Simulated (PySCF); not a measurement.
C$_{4}$H$_{7}$OSi (doublet)

```yaml
atoms:
  - { symbol: C, position_ang: [2.5929, -0.7320, -0.6394] }
  - { symbol: C, position_ang: [1.7975, 0.0702, -0.2283] }
  - { symbol: Si, position_ang: [0.5697, 1.3081, 0.4194] }
  - { symbol: O, position_ang: [0.2626, 1.4590, 1.9019] }
  - { symbol: C, position_ang: [-1.0873, 0.3340, -0.3687] }
  - { symbol: C, position_ang: [-1.2775, -0.9361, 0.3726] }
  - { symbol: H, position_ang: [3.3051, -1.4190, -0.9983] }
  - { symbol: H, position_ang: [0.5645, 2.4304, -0.5264] }
  - { symbol: H, position_ang: [-0.8454, 0.2159, -1.4154] }
  - { symbol: H, position_ang: [-1.8607, 1.0686, -0.2002] }
  - { symbol: H, position_ang: [-0.4313, -1.6061, 0.2396] }
  - { symbol: H, position_ang: [-2.1713, -1.4423, -0.0075] }
  - { symbol: H, position_ang: [-1.4232, -0.7502, 1.4330] }
```

Geometry: GFN2-xTB.

Theory: UKS B3LYP, pcH-1 on C H O Si, non-relativistic, mean-field spin-orbit, GIAO in PySCF 2.14.0, density-fitted response routines.

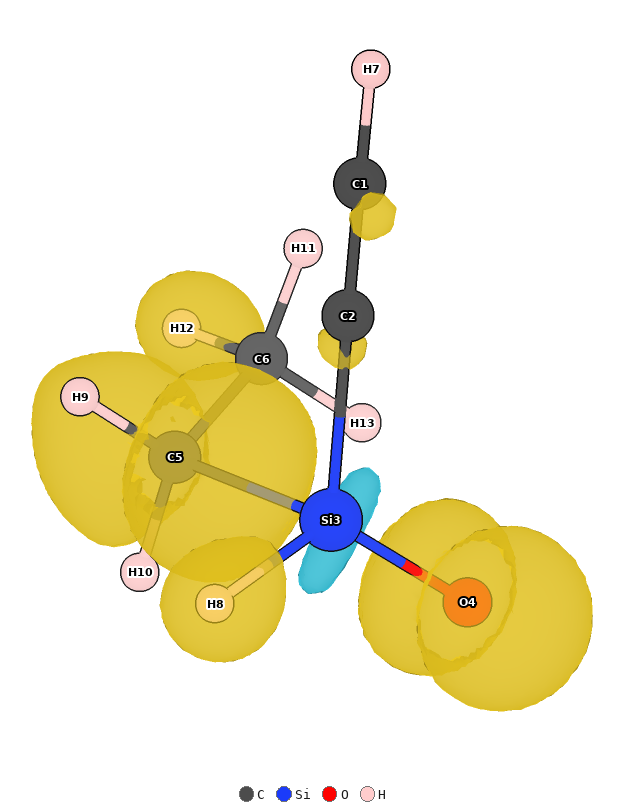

Figure 1. Isosurfaces of the spin density at +0.02 (yellow) and −0.02 e/Å³ (cyan), seen at an oblique angle.

Which atoms carry the spin?

The unpaired spin (1 electron) lies mostly on O4 (about 0.4) and C5 (about 0.3), in electrons by Hirshfeld's partition.

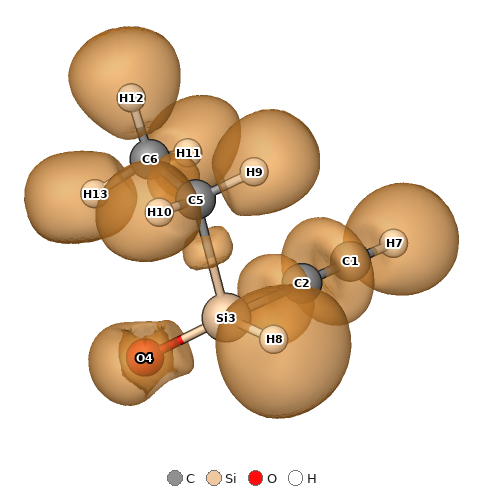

Figure 2. Isosurface of the electron localisation function at 0.8 (orange), seen at an oblique angle. Core shells and regions of very low density are left out.

What do the ELF domains correspond to?

The surface consists of two regions between bonded C–C atoms (shared pairs), two regions between bonded C–Si atoms (shared pairs), seven regions around hydrogen nuclei and one region wrapped around O (its lone pairs, merged into a ring or cap). Profiles from the grid: C–C (1.20 Å): the ELF peaks at about 0.85 between the atoms: a multiple bond. Si–O (1.52 Å): the ELF peaks at about 0.85 between the atoms, as expected for a polar covalent bond.

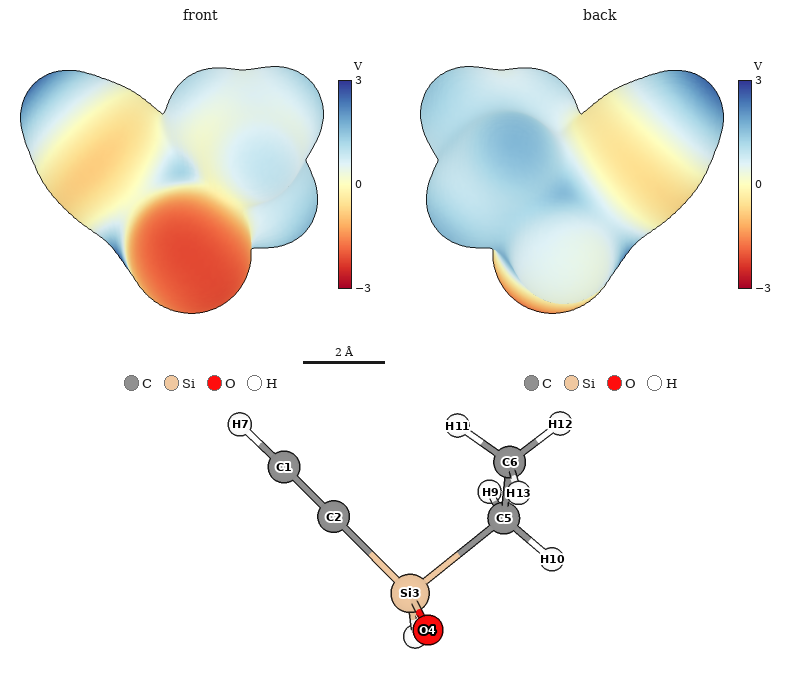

Figure 3. The molecular electrostatic potential painted on the density surface at 0.004 e/bohr³, seen from the front and from behind; the colour scale runs from red (negative) to blue (positive). The bare structure is drawn below in the same view.

Where is the surface potential most negative and most positive?

The most negative region (about −2.1 V) lies over O4, the most positive (about +2.5 V) over Si3 and H7. O4 is the likeliest acceptor of a hydrogen bond.
